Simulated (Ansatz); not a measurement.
CFInSi (SMILES F[C]1=[Si+][In]1) (charge +1, doublet)

Input file:

```
crystal:
  periodic: [false, false, false]
  atoms:
    - symbol: C
      position_ang: [-2.727013, 1.028467, -0.956668]
    - symbol: F
      position_ang: [-3.273263, 2.121267, -1.270163]
    - symbol: In
      position_ang: [-0.232278, 1.104746, -0.051594]
    - symbol: Si
      position_ang: [-2.355569, -0.622660, -0.649213]
basis:
  gaussian: {orbitals: def2-TZVPD}
total_charge: 1
magnetization: {spin_polarized: true, initial_magnetization: 1}
hamiltonian: {xc: pbe0}
output: {forces: true, orbitals: {seedname: orbitals}}
```

Launched as:

```sh
ansatz run input.yaml --threads 1 --pin off --max-ram 2610MiB --events-out events.jsonl --progress --plain --runs-dir runs
```

Geometry: PBE0-D3(BJ)/def2-SVP; core potentials replace the inner electrons of In.

Method: isolated molecule in a Gaussian basis; Kohn-Sham density functional theory, functional PBE0 in Ansatz 0.2.0.

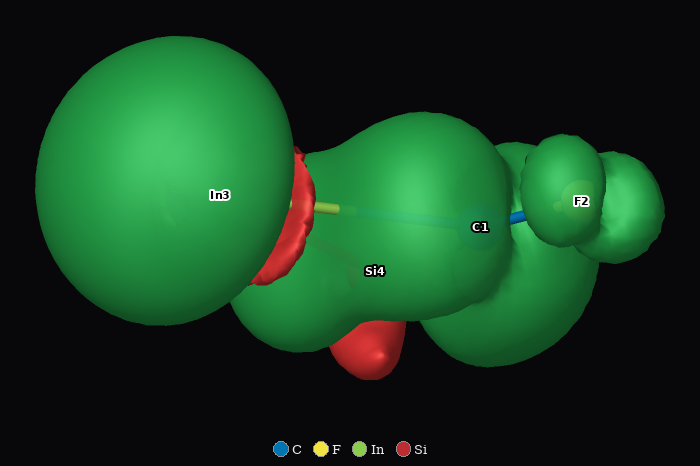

Figure 1. Isosurfaces of the spin density (α minus β) at +0.015 (green) and −0.015 e/Å³ (red), seen from one side.

Describe the spin distribution.

The unpaired spin (1 electron) lies mostly on In3 (about 0.4), C1 (about 0.4), Si4 (about 0.2) and F2 (about 0.1), in electrons by Hirshfeld's partition.

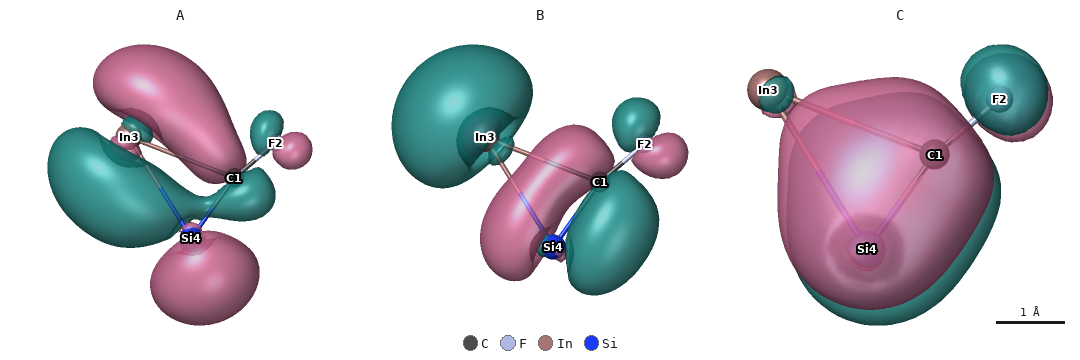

Figure 2. Three frontier orbitals at ±0.08 Å⁻³ᐟ² (teal and pink are the two phases), in no order.

Order the three orbitals by energy and name them. All are α orbitals.

B is the HOMO−1 (α) (−12.20 eV). Its weight (Hirshfeld) is mainly on In3 (about 45 %), C1 (about 25 %), Si4 (about 20 %) and F2 (about 10 %); it is symmetric in the molecular plane (an in-plane orbital: σ, lone-pair or in-plane π type). C is the HOMO (α) (−11.89 eV). It lies mainly on C1 (about 40 %), Si4 (about 40 %), F2 (about 10 %) and In3 (about 10 %); it changes sign across the molecular plane (π type); π-bonding across C1–Si4. A is the LUMO (α) (−8.04 eV). Its weight (Hirshfeld) is mainly on In3 (about 45 %), Si4 (about 35 %) and C1 (about 15 %); it is symmetric in the molecular plane (an in-plane orbital: σ, lone-pair or in-plane π type).

What is the gap between the highest occupied and lowest empty α orbitals?

3.85 eV between the orbital energies.
